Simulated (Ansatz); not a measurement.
**Run report: C$_{3}$H$_{5}$AlS, geometry relaxation (part 1 of 2)**

- system: C$_{3}$H$_{5}$AlS, SMILES S[CH2][Al]1[CH]=[CH]1
- method: RKS PBE-D4/def2-SVP (Ansatz 0.2.0)

The geometry: force-field start. Figures and captions count atoms from 1; the log counts them from 0 in places.

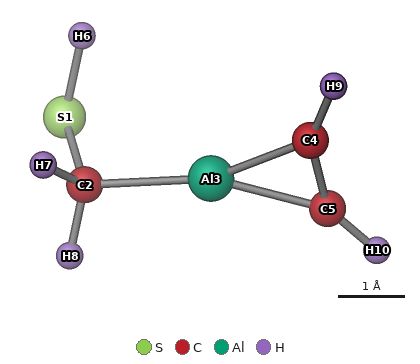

**Figure 1.** The input geometry (ball-and-stick view, seen at a tilt; atoms are numbered from 1 in the order of the input). Sticks mark near contacts. Bond lengths as drawn: Al–C 1.83 to 1.99 Å, C–C 1.41 Å, C–H 1.06 to 1.14 Å, C–S 1.77 Å and H–S 1.46 Å.

**Input**
```yaml
crystal:
  periodic: [false, false, false]
  atoms:
    - {symbol: S, position_ang: [-1.647500, -1.856100, -0.937600]}
    - {symbol: C, position_ang: [-0.196100, -1.658700, 0.056000]}
    - {symbol: Al, position_ang: [0.384100, 0.243300, 0.062500]}
    - {symbol: C, position_ang: [0.520200, 1.986300, 0.615400]}
    - {symbol: C, position_ang: [1.249100, 1.724600, -0.567500]}
    - {symbol: H, position_ang: [-2.482300, -1.077000, -0.029000]}
    - {symbol: H, position_ang: [-0.371900, -1.991100, 1.097500]}
    - {symbol: H, position_ang: [0.646800, -2.269300, -0.388000]}
    - {symbol: H, position_ang: [0.079700, 2.708700, 1.386300]}
    - {symbol: H, position_ang: [1.901000, 2.138100, -1.292600]}
basis:
  gaussian: {orbitals: def2-SVP}
hamiltonian: {xc: pbe, dispersion: d4}
relax: {f_tol: 0.03, max_steps: 200}
```

Run as:
```bash
ansatz run in.yaml --threads 4 --pin off --events-out ev --progress --plain --max-ram 10444MiB
```

**Log**
```
Functional definition: PBE
  name "PBE"
  cite "Perdew, Burke & Ernzerhof, Phys. Rev. Lett. 77, 3865 (1996) doi:10.1103/PhysRevLett.77.3865"
  parent pbe
  parameter kappa = 0.804
  parameter beta = 0.06672455060314922
  exchange = pbe_x(kappa = kappa, mu = beta*pi^2/3)
  correlation = pbe_c(beta = beta)
1162 factors; their error is unknown
mean field evaluation 1: about -20586.3812 eV, gradient 7.3e1 eV
mean field evaluation 2: about -20527.5225 eV, gradient 1.4e2 eV
mean field evaluation 4: about -20600.7657 eV, gradient 1.2e1 eV
mean field evaluation 8: about -20601.2397 eV, gradient 7.6e-1 eV
mean field evaluation 16: about -20601.1799 eV, gradient 2.7e-3 eV
mean field -20601.17993463 eV, -757.0793986165 hartree, gradient 3.1e-5 eV, S^2 0.000000; 0 other end points of the search recorded, 0 dependent functions left out
the calculation of the forces begins
reference -20601.17997120 eV, -757.0793999601 hartree; 26, 26 occupied and 77, 77 virtual orbitals, 1162 factors
relax step   1: F+E_penalty+E_count = -20601.39659212 eV  Δ(F+E_penalty+E_count) = +0.000e0 eV  max|allowed force component| = 2.230e0 eV/Å  Δτ_max = 0.0000 Å  (29 SCF iters, accepted)
these checks for a lower state are left out or cut short: starts, cluster_reference, orbital_swaps, neighbouring_geometries, increment
1162 factors; their error is unknown
mean field -20601.80969614 eV, -757.1025419250 hartree, gradient 1.4e-5 eV, S^2 0.000000; 0 other end points of the search recorded, 0 dependent functions left out
the calculation of the forces begins
reference -20601.80973311 eV, -757.1025432835 hartree; 26, 26 occupied and 77, 77 virtual orbitals, 1162 factors
relax step   2: F+E_penalty+E_count = -20602.02510445 eV  Δ(F+E_penalty+E_count) = -6.285e-1 eV  max|allowed force component| = 9.864e-1 eV/Å  Δτ_max = 0.1845 Å  (29 SCF iters, accepted)
these checks for a lower state are left out or cut short: starts, cluster_reference, orbital_swaps, neighbouring_geometries, increment
1162 factors; their error is unknown
mean field evaluation 32: about -20602.0152 eV, gradient 1.3e-3 eV
mean field -20602.01521961 eV, -757.1100947732 hartree, gradient 1.3e-5 eV, S^2 0.000000; 0 other end points of the search recorded, 0 dependent functions left out
the calculation of the forces begins
reference -20602.01525681 eV, -757.1100961404 hartree; 26, 26 occupied and 77, 77 virtual orbitals, 1162 factors
relax step   3: F+E_penalty+E_count = -20602.23193502 eV  Δ(F+E_penalty+E_count) = -2.068e-1 eV  max|allowed force component| = 8.296e-1 eV/Å  Δτ_max = 0.1941 Å  (29 SCF iters, accepted)
these checks for a lower state are left out or cut short: starts, cluster_reference, orbital_swaps, neighbouring_geometries, increment
1162 factors; their error is unknown
mean field -20602.04684340 eV, -757.1112569261 hartree, gradient 1.0e-5 eV, S^2 0.000000; 0 other end points of the search recorded, 0 dependent functions left out
the calculation of the forces begins
reference -20602.04688084 eV, -757.1112583018 hartree; 26, 26 occupied and 77, 77 virtual orbitals, 1162 factors
relax step   4: F+E_penalty+E_count = -20602.26485919 eV  Δ(F+E_penalty+E_count) = -3.292e-2 eV  max|allowed force component| = 3.440e-1 eV/Å  Δτ_max = 0.0665 Å  (31 SCF iters, accepted)
these checks for a lower state are left out or cut short: starts, cluster_reference, orbital_swaps, neighbouring_geometries, increment
1162 factors; their error is unknown
mean field -20602.06173017 eV, -757.1118040046 hartree, gradient 7.6e-6 eV, S^2 0.000000; 0 other end points of the search recorded, 0 dependent functions left out
the calculation of the forces begins
reference -20602.06176751 eV, -757.1118053771 hartree; 26, 26 occupied and 77, 77 virtual orbitals, 1162 factors
relax step   5: F+E_penalty+E_count = -20602.28131360 eV  Δ(F+E_penalty+E_count) = -1.645e-2 eV  max|allowed force component| = 9.201e-2 eV/Å  Δτ_max = 0.0731 Å  (31 SCF iters, accepted)
these checks for a lower state are left out or cut short: starts, cluster_reference, orbital_swaps, neighbouring_geometries, increment
1162 factors; their error is unknown
mean field -20602.06497164 eV, -757.1119231266 hartree, gradient 9.9e-6 eV, S^2 0.000000; 0 other end points of the search recorded, 0 dependent functions left out
the calculation of the forces begins
reference -20602.06500896 eV, -757.1119244980 hartree; 26, 26 occupied and 77, 77 virtual orbitals, 1162 factors
relax step   6: F+E_penalty+E_count = -20602.28635406 eV  Δ(F+E_penalty+E_count) = -5.040e-3 eV  max|allowed force component| = 1.174e-1 eV/Å  Δτ_max = 0.0654 Å  (31 SCF iters, accepted)
these checks for a lower state are left out or cut short: starts, cluster_reference, orbital_swaps, neighbouring_geometries, increment
1162 factors; their error is unknown
mean field -20602.06554103 eV, -757.1119440511 hartree, gradient 1.1e-5 eV, S^2 0.000000; 0 other end points of the search recorded, 0 dependent functions left out
the calculation of the forces begins
reference -20602.06557832 eV, -757.1119454217 hartree; 26, 26 occupied and 77, 77 virtual orbitals, 1162 factors
relax step   7: F+E_penalty+E_count = -20602.28915529 eV  Δ(F+E_penalty+E_count) = -2.801e-3 eV  max|allowed force component| = 8.636e-2 eV/Å  Δτ_max = 0.0765 Å  (29 SCF iters, accepted)
these checks for a lower state are left out or cut short: starts, cluster_reference, orbital_swaps, neighbouring_geometries, increment
1162 factors; their error is unknown
mean field evaluation 64: about -20602.1290 eV, gradient 2.0e-3 eV
mean field -20602.06569534 eV, -757.1119497220 hartree, gradient 9.7e-6 eV, S^2 0.000000; 0 other end points of the search recorded, 0 dependent functions left out
the calculation of the forces begins
reference -20602.06573269 eV, -757.1119510945 hartree; 26, 26 occupied and 77, 77 virtual orbitals, 1162 factors
relax step   8: F+E_penalty+E_count = -20602.28924563 eV  Δ(F+E_penalty+E_count) = -9.034e-5 eV  max|allowed force component| = 6.797e-2 eV/Å  Δτ_max = 0.0162 Å  (33 SCF iters, accepted)
these checks for a lower state are left out or cut short: starts, cluster_reference, orbital_swaps, neighbouring_geometries, increment
1162 factors; their error is unknown
mean field -20602.06601737 eV, -757.1119615565 hartree, gradient 9.8e-6 eV, S^2 0.000000; 0 other end points of the search recorded, 0 dependent functions left out
the calculation of the forces begins
reference -20602.06605470 eV, -757.1119629284 hartree; 26, 26 occupied and 77, 77 virtual orbitals, 1162 factors
relax step   9: F+E_penalty+E_count = -20602.28978573 eV  Δ(F+E_penalty+E_count) = -5.401e-4 eV  max|allowed force component| = 3.985e-2 eV/Å  Δτ_max = 0.0110 Å  (32 SCF iters, accepted)
these checks for a lower state are left out or cut short: starts, cluster_reference, orbital_swaps, neighbouring_geometries, increment
1162 factors; their error is unknown
mean field -20602.06557711 eV, -757.1119453770 hartree, gradient 9.4e-6 eV, S^2 0.000000; 0 other end points of the search recorded, 0 dependent functions left out
the calculation of the forces begins
reference -20602.06561445 eV, -757.1119467495 hartree; 26, 26 occupied and 77, 77 virtual orbitals, 1162 factors
relax step  10: F+E_penalty+E_count = -20602.28953694 eV  Δ(F+E_penalty+E_count) = +2.488e-4 eV  max|allowed force component| = 6.198e-2 eV/Å  Δτ_max = 0.0195 Å  (31 SCF iters, rejected (line search))
these checks for a lower state are left out or cut short: starts, cluster_reference, orbital_swaps, neighbouring_geometries, increment
1162 factors; their error is unknown
mean field -20602.06627167 eV, -757.1119709019 hartree, gradient 9.7e-6 eV, S^2 0.000000; 0 other end points of the search recorded, 0 dependent functions left out
the calculation of the forces begins
reference -20602.06630901 eV, -757.1119722742 hartree; 26, 26 occupied and 77, 77 virtual orbitals, 1162 factors
relax step  11: F+E_penalty+E_count = -20602.29001759 eV  Δ(F+E_penalty+E_count) = -2.319e-4 eV  max|allowed force component| = 1.342e-2 eV/Å  Δτ_max = 0.0095 Å  (32 SCF iters, accepted)
1162 factors; their error is unknown
mean field evaluation 96: about -20600.6459 eV, gradient 2.3e1 eV
```

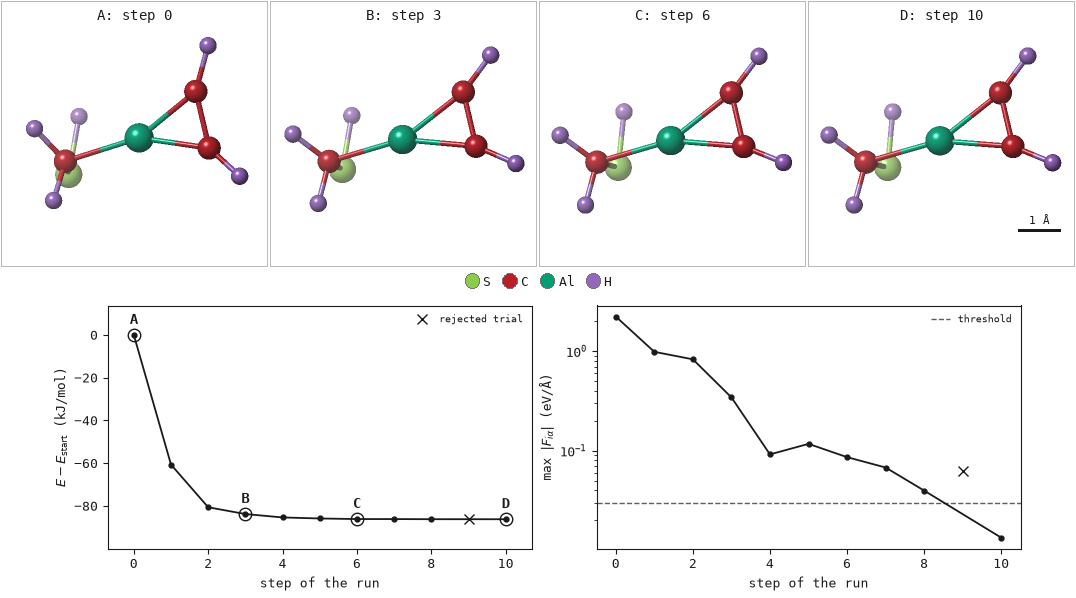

**Figure 2.** Frames of the relaxation (ball-and-stick view, seen at a tilt) above the curves, on which the letters mark them (the first geometry is step 0 here and step 1 in the log).

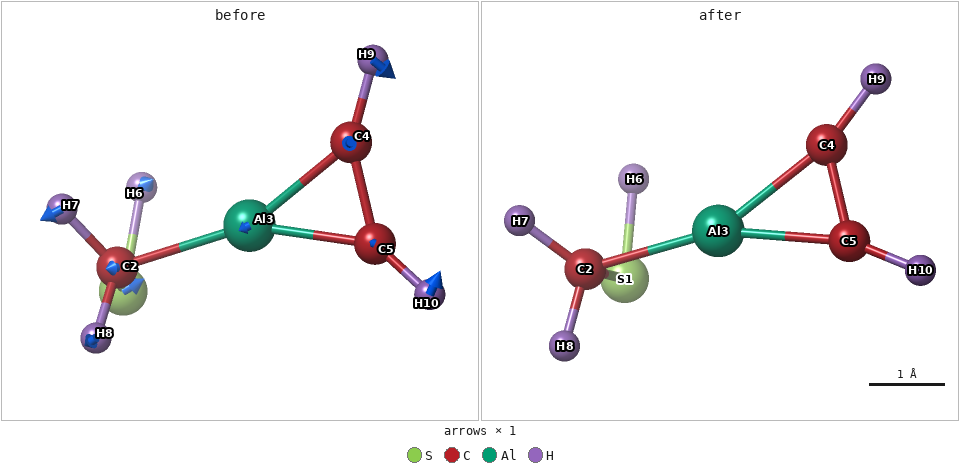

**Figure 3.** Before (left) and after (right) the relaxation, at one scale (ball-and-stick view, seen at a tilt). The blue arrows give the displacements, at true length. H9 moves most after the best rigid fit: 0.42 Å. By element the largest moves are H 0.42 Å, S 0.34 Å, C 0.21 Å, Al 0.17 Å. Among the contacts that change: S1–C2 1.770 → 1.872 Å, S1–H6 1.459 → 1.365 Å, C5–H10 1.059 → 1.108 Å, Al3–C4 1.834 → 1.882 Å. Among the angles that change: C5–C4–H9 151.5° → 127.8°, Al3–C4–H9 140.8° → 163.9°, S1–C2–Al3 110.4° → 92.5°. After 10 geometry steps the energy has fallen by 86.2 kJ/mol. Largest force component: 2.2 eV/Å at the start, 0.013 eV/Å at the end. The line search rejected the trial step at point 9 (counted from 0) and went back. (Atoms are counted from 1 in the order of the input.)
